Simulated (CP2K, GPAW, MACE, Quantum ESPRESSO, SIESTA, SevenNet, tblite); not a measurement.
# GPAW on random packing of 40Si3N4-60SiO2 (mol %) (69 atoms): settings against a plane-wave reference

Wanted: GPAW inputs and outputs for random packing of 40Si3N4-60SiO2 (mol %) (69 atoms), checked against a plane-wave reference.

Method: the method is named at each step, in GPAW 26.7.0.

## 1. The structure

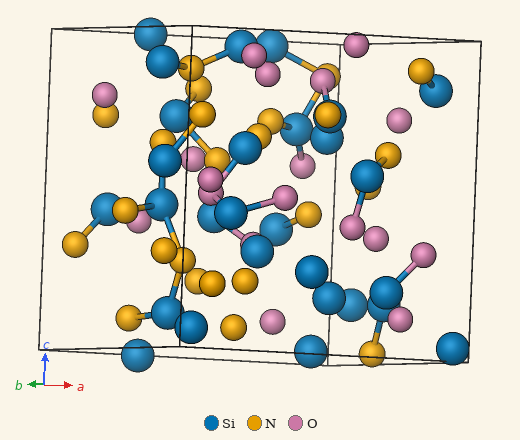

The starting structure, seen slightly off an axis (silicon blue, nitrogen orange, oxygen pink). Bonds to atoms that aren't drawn are left out. Some periodic images of atoms are drawn too.

The cell holds 69 atoms: 27 Si, 24 N and 18 O. Cell: a = 9.700 Å, b = 9.700 Å, c = 9.700 Å, α = 90.0°, β = 90.0°, γ = 90.0°. 69 atoms (27 Si, 24 N, 18 O) packed at random in a cube at 2.52 g/cm³ and pushed apart as soft spheres, cations and anions kept from their own kind; a start for melting by ab initio MD, not an equilibrated structure. Then every atom was moved at random, 0.03 Å r.m.s. a Cartesian component.

The yardstick, on the same geometry:

| Property | Result |
| --- | --- |
| method | Kohn-Sham DFT, PBE, SSSP efficiency 1.3.0 pseudopotentials, plane waves (Quantum ESPRESSO 7.5); sssp-pbe-1.3.0-efficiency, cutoffs 60/480 Ry, Γ point |
| r.m.s. force component | 1.567 eV/Å |
| longest force | 5.237 eV/Å |
| pressure | -19.56 GPa |
| time | 5.1 min on 4 MPI ranks of Intel Xeon Platinum 8375C at 2.90GHz (Ice Lake), shared host |
| CPU time | 20 min |

## 2. PBE, LCAO dzp, h 0.18 Å

Method: Kohn-Sham DFT, PBE, PAW, atomic orbitals (dzp).

Contents of run.py:

```python
import numpy as np
from ase.io import read
from gpaw import GPAW, FermiDirac

atoms = read("structure.xyz")
atoms.calc = GPAW(
    mode="lcao",
    basis="dzp",
    h=0.18,
    xc="PBE",
    kpts={"size": (1, 1, 1), "gamma": True},
    occupations=FermiDirac(0.05),
    maxiter=200,
    symmetry={"point_group": False},
    txt="gpaw.txt",
)
energy = atoms.get_potential_energy(force_consistent=True)
forces = atoms.get_forces()
print(f"energy {energy:.6f} eV")
print("forces (eV/A)")
for i, (a, f) in enumerate(zip(atoms, forces)):
    print(f"{i:4d} {a.symbol:2s} {f[0]:10.5f} {f[1]:10.5f} {f[2]:10.5f}")
print(f"Fermi level {atoms.calc.get_fermi_level():.4f} eV")
for k in range(len(atoms.calc.get_ibz_k_points())):
    for s in range(atoms.calc.get_number_of_spins()):
        e = atoms.calc.get_eigenvalues(kpt=k, spin=s)
        n = np.searchsorted(e, atoms.calc.get_fermi_level())
        print(f"k {k} spin {s} levels about the Fermi level:", np.round(e[max(n - 6, 0):n], 4).tolist(), "|", np.round(e[n:n + 6], 4).tolist())
```

Contents of structure.xyz:

```xyz
69
Lattice="9.70030 0.00000 0.00000 0.00000 9.70030 0.00000 0.00000 0.00000 9.70030" Properties=species:S:1:pos:R:3 pbc="T T T"
Si 2.38375 1.73102 4.17239
Si 7.06473 8.20248 3.97111
Si 2.26162 5.56390 1.18703
Si 9.28707 7.39861 1.78670
Si 1.60841 8.65674 4.31421
Si 6.43925 0.77117 5.47155
Si 0.61810 2.78758 5.67720
Si 4.51927 7.28328 4.23166
Si 4.56108 0.46804 2.48473
Si 4.42033 3.99749 3.13291
Si 1.53750 2.41634 0.68387
Si 4.36281 5.54760 9.34022
Si 2.04133 5.83851 4.45447
Si 7.09257 5.52839 0.25774
Si 9.23333 0.15094 0.39538
Si 7.61202 8.20160 7.02108
Si 7.27222 5.37688 6.71852
Si 6.53441 3.26609 1.81512
Si 6.18249 2.98614 7.28861
Si 2.98265 8.99800 9.66965
Si 6.92301 8.72658 9.50532
Si 7.13942 0.57271 1.98536
Si 3.41402 3.04201 6.19966
Si 9.42937 2.42081 8.21198
Si 1.21991 4.46776 8.70990
Si 9.00750 4.55817 1.73597
Si 3.07092 7.17415 7.19025
N 4.59610 8.38989 2.28946
N 2.70570 5.53538 8.60291
N 5.33924 1.39170 7.27901
N 0.36376 4.87023 4.18403
N 9.55053 7.10518 5.37591
N 1.46378 2.07169 7.11177
N 2.29218 4.75247 2.76691
N 3.82075 4.18607 0.80803
N 1.67961 9.19278 7.17977
N 8.66955 8.39047 8.67090
N 0.31856 8.13739 3.18461
N 8.27940 1.13105 8.74084
N 1.86498 7.41278 1.02833
N 9.18871 5.60668 0.28936
N 3.12621 2.09410 2.15376
N 7.77848 2.14406 6.18239
N 1.11893 0.21641 1.95907
N 7.25980 6.41558 4.40985
N 4.26144 6.68855 5.90157
N 4.52538 4.45127 6.61512
N 6.19345 7.08869 7.18007
N 4.29296 8.23429 8.09092
N 1.87361 5.55885 6.32624
N 0.76603 2.90660 2.96849
O 8.15980 3.54177 3.69417
O 4.13349 1.64003 4.71493
O 5.07112 5.64654 3.38744
O 6.30228 1.36706 3.92464
O 8.43228 9.36554 5.96753
[... 9 atom lines left out ...]
O 0.60704 7.10605 7.70592
O 6.73269 7.50619 1.15948
O 8.28221 0.46930 3.17724
O 2.72860 1.27452 8.94406
```

Started as:

```console
$ OMP_NUM_THREADS=1 python run.py > output.txt
```

The program printed:

```text
energy -364.406473 eV
forces (eV/A)
   0 Si    1.76046   -3.60977   -3.83200
   1 Si    0.98195   -2.24243    0.82500
   2 Si    1.19461    1.12461   -0.48339
   3 Si    2.03965    0.84418   -0.63009
   4 Si   -1.20306    0.28879    0.02958
   5 Si    0.26210    1.05449    2.12307
   6 Si   -2.51821    1.12367   -0.45421
   7 Si    0.83864   -0.83030   -1.31310
   8 Si   -1.71231   -0.09535    0.57700
   9 Si   -0.88638    1.51061   -2.52141
  10 Si    2.54043   -2.39197    1.32147
  11 Si   -0.26828   -2.01574    0.14857
  12 Si   -2.27111   -0.63844    0.49090
  13 Si   -0.43962    0.37555    0.19329
  14 Si   -0.09892    0.07139   -0.30750
  15 Si    2.72019    0.56773    0.23007
  16 Si    0.04935    1.32210   -0.30489
  17 Si    2.28058   -0.24749    1.09304
  18 Si   -0.40916   -0.48059   -0.43246
  19 Si   -0.41506    0.47750   -1.07657
  20 Si   -0.53336    0.77530    1.19597
  21 Si    0.44471    1.70968    0.26974
  22 Si    2.69375   -0.62549    2.77339
  23 Si   -0.15267   -0.97888   -1.27518
[...]
61 O    -0.11581    0.17344   -1.91967
  62 O     1.62403   -0.47209   -0.91118
  63 O     0.58885   -3.26862    0.47292
  64 O    -1.49128   -1.02273   -1.71793
  65 O     0.82875    1.47784   -1.11808
  66 O     0.45588   -0.05313   -2.49446
  67 O    -0.27810   -1.76518   -0.84942
  68 O    -0.73861   -1.43871    2.68571
Fermi level 4.4298 eV
k 0 spin 0 levels about the Fermi level: [4.2159, 4.2898, 4.3382, 4.3505, 4.4157, 4.4248] | [4.4997, 4.5822, 4.5855, 4.6977, 4.7185, 4.7668]
```

gpaw.txt:

```text
Input parameters:
  mode=LCAO(),
  basis={'default': 'dzp'},
  h=0.18,
  kpts=MonkhorstPack(size=(1, 1, 1), gamma=True),
  maxiter=200,
  occupations=Occupations(name='fermi-dirac', width=0.05, fixmagmom=False),
  symmetry=Symmetry(point_group=False),
  xc=XC(name='PBE')
Unit cell  # Å
| periodic |        x |        y |        z |  lengths |    angles |
|----------|----------|----------|----------|----------|-----------|
|      yes | 9.700300 | 0.000000 | 0.000000 | 9.700300 | 90.000000 |
|      yes | 0.000000 | 9.700300 | 0.000000 | 9.700300 | 90.000000 |
|      yes | 0.000000 | 0.000000 | 9.700300 | 9.700300 | 90.000000 |
Number of symmetries: 1
Symmetry operations  # r_c * U_cc + t_c -> r_c
|   | kind |            matrix            |
|---|------|------------------------------|
| 0 |  E   |  1, 0, 0,  0, 1, 0,  0, 0, 1 |
BZ-sampling:
  Number of BZ points: 1
  Number of IBZ points: 1
  Monkhorst-Pack size: [1, 1, 1]
  Monkhorst-Pack shift: [0, 0, 0]
[... lines left out ...]
  Fermi-Dirac:
[... lines left out ...]
    Stencil: 6*3+1=19 point O(h^6) finite-difference Laplacian
xc functional:
  name: PBE with 2 nearest neighbor stencil
interpolation: tri-quintic # 5. degree polynomial
Initialization done in: 10.135 s
convergence criteria:
- Maximum [total energy] change in last 3 cyles: 0.0005 eV / valence electron
- Maximum integral of absolute [dens]ity change: 0.0001 electrons / valence electron
- Maximum integral of absolute [eigenst]ate change: 4e-08 eV^2 / valence electron
maximum number of iterations: 200
SCF iterations
|iter     |      energy | eigst |  dens |
|---------|-------------|-------|-------|
|iter:   1| -399.874279 |      c|       |
|iter:   2| -385.255136 |      c| -0.76 |
|iter:   3| -382.755742 |      c| -0.86 |
|iter:   4| -368.895388 |      c| -0.96 |
[...]
|iter:  10| -364.357472 |      c| -1.64 |
|iter:  11| -364.307394 |      c| -1.94 |
|iter:  12| -364.252303c|      c| -2.08 |
|iter:  13| -364.253729c|      c| -2.32 |
|iter:  14| -364.241403c|      c| -2.34 |
[...]
|iter:  26| -364.230105c|      c| -3.80 |
|iter:  27| -364.230103c|      c| -3.97 |
|iter:  28| -364.230124c|      c| -4.04c|
Converged in 28 steps
SCF loop duration: 257.808 s (9.207 s/step)
Energy contributions relative to reference atoms: (reference = -285227.952278)
Energy contributions:
  Kinetic:         -82.204059
  Coulomb:          32.218570
  Zero:              9.946953
  External:          0.000000
  Xc:             -324.015239
  Entropy:          -0.352699
  Spinorbit:         0.000000
  ----------------------------
  Free energy:    -364.406473
  Extrapolated:   -364.230124
dipole moment: (37.484561, -20.396752, 16.417488)  # |e|*Ang
Fermi level: 4.430
Eigenvalues  # (at kpt = [0.000, 0.000, 0.000])
| band index |      eig [eV] | occ [0-2] |
|------------|---------------|-----------|
|          0 |       -17.450 |     2.000 |
|        ... |               |           |
|        161 |         4.147 |     1.993 |
|        162 |         4.169 |     1.989 |
[...]
|        176 |         4.840 |     0.001 |
|        ... |               |           |
|        205 |         7.546 |     0.000 |
Gap: 0.075 eV
Transition (v -> c):
  (s=0, k=0, n=168, [0.00, 0.00, 0.00]) -> (s=0, k=0, n=169, [0.00, 0.00, 0.00])
No difference between direct/indirect transitions
Force computation time: 21.148  # s
timing:  # [seconds]
  Total:  289.133  # ━━━━━━━━━━━━━━━━━━━━━━━━━━━━━━━━━━━━━━━━━━━━━━━━━━━━━━━━
  Init:    10.135  # ━━
  SCF:    257.808  # ━━━━━━━━━━━━━━━━━━━━━━━━━━━━━━━━━━━━━━━━━━━━━━━━━━
  Forces:  21.148  # ━━━━
```

Run time: 4.8 min. Hardware: 1 thread of Intel Xeon Platinum 8375C at 2.90GHz (Ice Lake), shared host; peak memory 1.1 GiB.

Banners, paths, timers and routine set-up lines are dropped from the logs unmarked, and long logs keep their key lines alone; longer cuts are marked.

Numbers from this run, and their distance from the reference:

```
r.m.s. force component                           : 1.472 eV/Å
r.m.s. difference of force components            : 268.8 meV/Å
longest difference of force vectors              : 1070 meV/Å
force difference over r.m.s. force               : 17.15 %
slope of forces against the reference's          : 0.9263
correlation of force components                  : 0.9863
spacing of highest filled and lowest empty level : 0.0749 eV
```

Length of the force difference by element (eV/Å):

| element | atoms | mean | most |
| --- | --- | --- | --- |
| N | 24 | 0.35 | 0.58 |
| O | 18 | 0.44 | 1.1 |
| Si | 27 | 0.43 | 0.87 |

Levels nearest the highest filled one (eV from it): -0.21, -0.14, -0.09, -0.07, -0.01, 0.00, 0.07, 0.16, 0.16, 0.27, 0.29, 0.34.

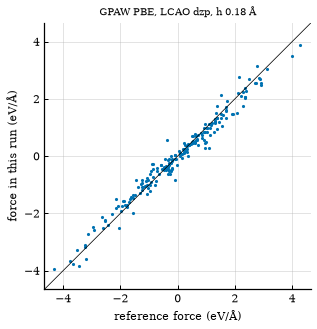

Force components against those of the reference; the line marks equality.

The surroundings of Si1, which bears the longest force, nearest first, numbered as they follow in the input and with coordinates relative to it.

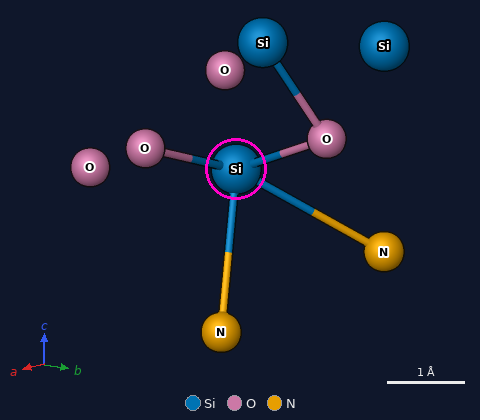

The atoms of the table, within 2.6 Å (arrows a, b, c point along x, y, z); some may hide others; the central atom is ringed.

| atom | x | y | z | distance (Å) | Fx | Fy | Fz (eV/Å) |
| --- | --- | --- | --- | --- | --- | --- | --- |
| Si1 | 0.00 | 0.00 | 0.00 | 0.00 | 1.76 | -3.61 | -3.83 |
| O57 | 0.09 | 1.62 | 0.63 | 1.74 | -1.21 | 0.55 | 1.48 |
| O53 | 1.75 | -0.09 | 0.54 | 1.83 | -2.12 | 3.05 | 2.39 |
| O65 | 0.71 | -1.90 | -0.11 | 2.03 | -1.49 | -1.02 | -1.72 |
| O59 | -1.38 | -1.34 | 0.93 | 2.13 | 0.74 | 1.75 | -0.54 |
| N42 | 0.74 | 0.36 | -2.02 | 2.18 | -0.10 | -1.49 | 2.24 |
| N51 | -1.62 | 1.18 | -1.20 | 2.33 | 0.53 | 0.81 | -0.41 |
| Si7 | -1.77 | 1.06 | 1.50 | 2.55 | -2.52 | 1.12 | -0.45 |
| Si23 | 1.03 | 1.31 | 2.03 | 2.62 | 2.69 | -0.63 | 2.77 |

Atoms are counted from 1 here, from 0 in the log.

Forces lie 17 % from the reference's, at 0.24 times its CPU time (on 1 against 4 cores).

## 3. PBE, LCAO dzp, h 0.25 Å

Method: Kohn-Sham DFT, PBE, PAW, atomic orbitals (dzp).

run.py, as its differences from that of step 2:

```diff
@@ -8,3 +8,3 @@
     basis="dzp",
-    h=0.18,
+    h=0.25,
     xc="PBE",
```

structure.xyz is that of step 2.

The program printed:

```text
energy -344.035950 eV
forces (eV/A)
   0 Si    1.74026   -3.59339   -3.85749
   1 Si    0.98089   -2.22064    0.84183
   2 Si    1.18748    1.14282   -0.49501
   3 Si    2.02648    0.84191   -0.64025
   4 Si   -1.19946    0.27509    0.04494
   5 Si    0.26463    1.04378    2.15415
   6 Si   -2.49897    1.13563   -0.51195
   7 Si    0.82217   -0.82752   -1.33999
   8 Si   -1.72054   -0.07167    0.57784
   9 Si   -0.89361    1.49886   -2.52706
  10 Si    2.52041   -2.37202    1.31572
  11 Si   -0.24890   -2.00796    0.17152
  12 Si   -2.26616   -0.61250    0.50317
  13 Si   -0.43512    0.39055    0.19223
  14 Si   -0.10542    0.07029   -0.29839
  15 Si    2.72917    0.55824    0.22891
  16 Si    0.05736    1.32614   -0.31075
  17 Si    2.26950   -0.25927    1.07172
  18 Si   -0.40061   -0.49891   -0.44328
  19 Si   -0.40523    0.46139   -1.07816
  20 Si   -0.53681    0.77177    1.20334
  21 Si    0.45097    1.70799    0.24875
  22 Si    2.70622   -0.63748    2.77413
  23 Si   -0.16442   -0.97295   -1.25177
[...]
61 O     0.14418    0.27408   -1.69078
  62 O     1.71173   -0.65960   -0.63142
  63 O     0.64353   -3.06451    0.83132
  64 O    -1.17729   -1.31557   -1.40695
  65 O     0.86872    1.18794   -0.70345
  66 O     0.74316   -0.01215   -2.24263
  67 O    -0.43116   -1.69156   -1.02710
  68 O    -1.07998   -1.73521    2.92212
Fermi level 4.4413 eV
k 0 spin 0 levels about the Fermi level: [4.2241, 4.3006, 4.3486, 4.3587, 4.427, 4.439] | [4.5136, 4.5915, 4.5934, 4.7056, 4.7313, 4.7804]
```

gpaw.txt:

```text
Input parameters:
  mode=LCAO(),
  basis={'default': 'dzp'},
  h=0.25,
  kpts=MonkhorstPack(size=(1, 1, 1), gamma=True),
  maxiter=200,
  occupations=Occupations(name='fermi-dirac', width=0.05, fixmagmom=False),
  symmetry=Symmetry(point_group=False),
  xc=XC(name='PBE')
Unit cell  # Å
| periodic |        x |        y |        z |  lengths |    angles |
[... lines left out ...]
  Fermi-Dirac:
[... lines left out ...]
convergence criteria:
- Maximum [total energy] change in last 3 cyles: 0.0005 eV / valence electron
[... lines left out ...]
Converged in 28 steps
[... lines left out ...]
  Free energy:    -344.035950
  Extrapolated:   -343.860658
dipole moment: (37.433129, -20.412945, 16.510303)  # |e|*Ang
Fermi level: 4.441
Eigenvalues  # (at kpt = [0.000, 0.000, 0.000])
| band index |      eig [eV] | occ [0-2] |
|------------|---------------|-----------|
|          0 |       -17.464 |     2.000 |
|        ... |               |           |
|        161 |         4.157 |     1.993 |
|        162 |         4.179 |     1.989 |
[...]
|        176 |         4.850 |     0.001 |
|        ... |               |           |
|        205 |         7.559 |     0.000 |
Gap: 0.075 eV
Transition (v -> c):
  (s=0, k=0, n=168, [0.00, 0.00, 0.00]) -> (s=0, k=0, n=169, [0.00, 0.00, 0.00])
No difference between direct/indirect transitions
Force computation time: 11.126  # s
timing:  # [seconds]
  Total:  155.673  # ━━━━━━━━━━━━━━━━━━━━━━━━━━━━━━━━━━━━━━━━━━━━━━━━━━━━━━━━
  Init:     7.318  # ━━╸
  SCF:    137.198  # ━━━━━━━━━━━━━━━━━━━━━━━━━━━━━━━━━━━━━━━━━━━━━━━━━╸
  Forces:  11.126  # ━━━━
```

Run time: 2.6 min. Hardware: 1 thread; peak memory 0.6 GiB.

Against the reference:

```yaml
r_m_s_force_component: 1.543 eV/Å
r_m_s_difference_of_force_components: 567.5 meV/Å
longest_difference_of_force_vectors: 2117 meV/Å
force_difference_over_r_m_s_force: 36.21 %
slope_of_forces_against_the_reference_s: 0.9192
correlation_of_force_components: 0.9335
spacing_of_highest_filled_and_lowest_empty_level: 0.0746 eV
energy_less_the_same_level_run_s: 295.2 meV/atom
r_m_s_force_difference_from_the_same_level_run: 493.6 meV/Å
```

This is a coarse setting, run to see what it loses.

Against the first run (17 %), the force difference from the reference is 36 %, at 0.54 times the CPU time: the grid matters here.

The forces add up to 13 eV/Å instead of zero, usually a sign of too coarse a grid.

[end of part 1 of 2]

[Also dropped from logs without a mark: logging warnings of Python, and SIESTA's first energy breakdown and zero terms.]

[Logs are printed without paths, hosts, clocks, repeated set-up lines and the standing remarks that a program may print on its own settings, such as how far it seeks lower states.]

[Hosts, paths, dates, database ids (printed as entryN), source tags and the programs' standing remarks are cut or masked in the printed files.]
